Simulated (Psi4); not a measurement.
**[OF2]+ (SMILES F[O+]F) at UB3LYP/cc-pVTZ**

What is the energy change on altering one bond length of [OF2]+ at UB3LYP/cc-pVTZ? 

The calculation is run with Psi4 1.11.

1 further run of the same task is left out (it didn't finish).

### 1 Starting point

[OF2]+: 3 atoms, total charge +1, spin state doublet. SMILES: `F[O+]F`. The coordinates come from a PBE0-D4/def2-TZVP relaxation.

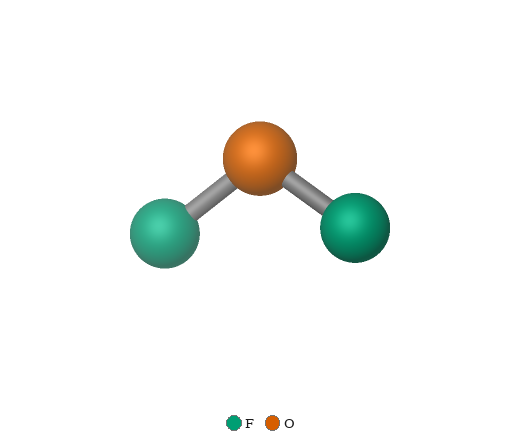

The structure, seen from a chosen angle (fluorine teal, oxygen orange).

### 2 The energy at UB3LYP/cc-pVTZ

The input, run_ase.py:

```python
import numpy as np
from ase.calculators.psi4 import Psi4
from ase import Atoms

a = Atoms(['F', 'O', 'F'], positions=[
    [0.920200, -0.309010, 0.473410],
    [0.000640, 0.505210, 0.055670],
    [-0.920840, -0.196190, -0.529090],
])
calc = Psi4(atoms=a, method='b3lyp', basis='cc-pVTZ', memory='2200MB', num_threads=1, charge=1, multiplicity=2, label='calc', reference='uks')
calc.psi4.set_options({'puream': True, 'e_convergence': 1e-09, 'd_convergence': 1e-08, 'scf_type': 'pk', 'dft_radial_points': 99, 'dft_spherical_points': 590, 'maxiter': 100})
a.calc = calc

print(f'energy: {a.get_potential_energy():.6f} eV')
```

On the command line:

```bash
python run_ase.py
```

calc.dat:

```text
[...]
  Running in c1 symmetry.
[...]
  Nuclear repulsion =   79.155290775448890
[...]
  Multiplicity = 2
[...]
  Nalpha       = 13
  Nbeta        = 12
[...]
    Number of basis functions: 90
[...]
   @UKS iter   1:  -274.19665635605151    4.56130e-01   5.91002e-03 ADIIS/DIIS
[...]
   @UKS iter  13:  -274.29166485736800   -9.09495e-13   5.50277e-09 DIIS
[...]
   @S^2 Observed:                7.531134483E-01
[...]
    Orbital Energies [Eh]
    ---------------------
    Alpha Occupied:
       1A    -25.201499     2A    -25.201491     3A    -19.852880
       4A     -1.850209     5A     -1.682090     6A     -1.351172
       7A     -1.067513     8A     -1.036133     9A     -1.015678
      10A     -0.886882    11A     -0.844661    12A     -0.842049
      13A     -0.775255
    Alpha Virtual:
      14A     -0.438593    15A     -0.388877    16A      0.174444
      17A      0.183466    18A      0.186180    19A      0.318412
      20A      0.356793    21A      0.384597    22A      0.419320
      23A      0.433224    24A      0.453188    25A      0.550333
[...]
  @UKS Final Energy:  -274.29166485736800
   => Energetics <=
    Nuclear Repulsion Energy =             79.1552907754488899
    One-Electron Energy =                -527.9940673380573344
    Two-Electron Energy =                 197.9011151544126221
    DFT Exchange-Correlation Energy =     -23.3540034491721613
    Empirical Dispersion Energy =           0.0000000000000000
    VV10 Nonlocal Energy =                  0.0000000000000000
    Total Energy =                       -274.2916648573680050
[...]
 Multipole Moments:
 ------------------------------------------------------------------------------------
     Multipole            Electronic (a.u.)      Nuclear  (a.u.)        Total (a.u.)
 ------------------------------------------------------------------------------------
 L = 1.  Multiply by 2.5417464519 to convert [e a0] to [Debye]
 Dipole X            :         -0.0002810            0.0005398            0.0002588
 Dipole Y            :         -0.2150639            0.4261274            0.2110634
 Dipole Z            :         -0.0237046            0.0469589            0.0232543
 Magnitude           :                                                    0.2123408
[...]
```

On the terminal:

```text
energy: -7463.856376 eV
```

Wall time 9.6 s (1 thread of Intel Xeon 6975P-C (Granite Rapids), shared host); peak memory 0.75 GiB.

### 3 The distorted shape: energy and gradient at UB3LYP/cc-pVTZ

The input, input.dat:

```
memory 2.2 GB

molecule molecule1 {
  1 2
  F
  O 1 R2
  F 2 R3 1 A3

  R2 = 2.8541
  R3 = 1.297317
  A3 = 108.01616
  symmetry c1
  no_reorient
  no_com
}

set {
  basis                cc-pVTZ
  reference            uks
  puream               true
  e_convergence        1e-09
  d_convergence        1e-08
  scf_type             pk
  dft_radial_points    99
  dft_spherical_points 590
  maxiter              100
}

e_tot, wfn = gradient('b3lyp', return_wfn=True)
oeprop(wfn, 'DIPOLE', 'QUADRUPOLE', 'MAYER_INDICES', title='B3LYP')
```

On the command line:

```bash
psi4 input.dat output.dat -n 1
```

output.dat:

```text
[...]
  Running in c1 symmetry.
[...]
  Nuclear repulsion =   55.030913548056148
[...]
  Multiplicity = 2
[...]
  Nalpha       = 13
  Nbeta        = 12
[...]
    Number of basis functions: 90
[...]
   @UKS iter   1:  -273.29911687256100    8.25709e-01   1.10663e-02 DIIS/ADIIS
[...]
   @UKS iter  27:  -274.21796217134869   -4.54747e-13   8.23101e-10 DIIS
[...]
   @S^2 Observed:                1.748519945E+00
[...]
    Orbital Energies [Eh]
    ---------------------
    Alpha Occupied:
       1A    -25.232435     2A    -25.055233     3A    -19.771110
       4A     -1.764943     5A     -1.489820     6A     -1.335521
       7A     -0.981119     8A     -0.972274     9A     -0.906910
      10A     -0.815568    11A     -0.781612    12A     -0.739582
      13A     -0.722913
    Alpha Virtual:
      14A     -0.600671    15A     -0.387117    16A      0.176725
      17A      0.197059    18A      0.204032    19A      0.320543
      20A      0.393597    21A      0.420599    22A      0.424843
      23A      0.474379    24A      0.483748    25A      0.545744
[...]
  @UKS Final Energy:  -274.21796217134869
   => Energetics <=
    Nuclear Repulsion Energy =             55.0309135480561480
    One-Electron Energy =                -481.6895285090875518
    Two-Electron Energy =                 175.6906547627876307
    DFT Exchange-Correlation Energy =     -23.2500019731049079
    Empirical Dispersion Energy =           0.0000000000000000
    VV10 Nonlocal Energy =                  0.0000000000000000
    Total Energy =                       -274.2179621713486881
[...]
  -Total Gradient:
     Atom            X                  Y                   Z
    ------   -----------------  -----------------  -----------------
       1        0.000562044054    -0.001387867874     0.000000000000
       2       -0.048203957780     0.015583144889    -0.000000000000
       3        0.047641162218    -0.014185984345     0.000000000000
[...]
 Multipole Moments:
 ------------------------------------------------------------------------------------
     Multipole            Electronic (a.u.)      Nuclear  (a.u.)        Total (a.u.)
 ------------------------------------------------------------------------------------
 L = 1.  Multiply by 2.5417464519 to convert [e a0] to [Debye]
 Dipole X            :          0.3118870           -0.3468660           -0.0349790
 Dipole Y            :         -0.1970493           -0.6896388           -0.8866881
 Dipole Z            :          0.0000000            0.0000000            0.0000000
 Magnitude           :                                                    0.8873778
 L = 2.  Multiply by 1.3450342976 to convert [e a0^2] to [Debye ang]
 Quadrupole XX       :        -40.1425588           31.9892368           -8.1533220
 Quadrupole XY       :         48.2657906          -49.5665980           -1.3008074
[...]
```

It took 17 s on 1 thread of Intel Xeon 6975P-C (Granite Rapids), shared host; peak memory 0.66 GiB.

### 4 What came out

Level: UB3LYP/cc-pVTZ.

| quantity | value |
| --- | --- |
| first shape: total energy | -274.29166 Eh |
| first shape: HOMO energy (highest over α and β) | -21.10 eV |
| first shape: LUMO energy (lowest over α and β) | -16.42 eV |
| first shape: ⟨S²⟩ | 0.753 |
| distorted shape: total energy | -274.21796 Eh |
| distorted shape: HOMO energy (highest over α and β) | -18.02 eV |
| distorted shape: LUMO energy (lowest over α and β) | -16.94 eV |
| distorted shape: ⟨S²⟩ | 1.749 |
| distorted shape: largest force on an atom | 2.605 eV/Å |
| energy change with the F1–O2 bond stretched from 1.297 to 2.854 Å | 2.006 eV |

With the F1–O2 bond stretched from 1.297 to 2.854 Å the energy rises by 2.01 eV (194 kJ/mol). The first shape isn't relaxed at this level, so the change isn't measured from a minimum. ⟨S²⟩ (distorted shape) is 1.75 where a pure doublet has 0.75: the reference is spin-contaminated.
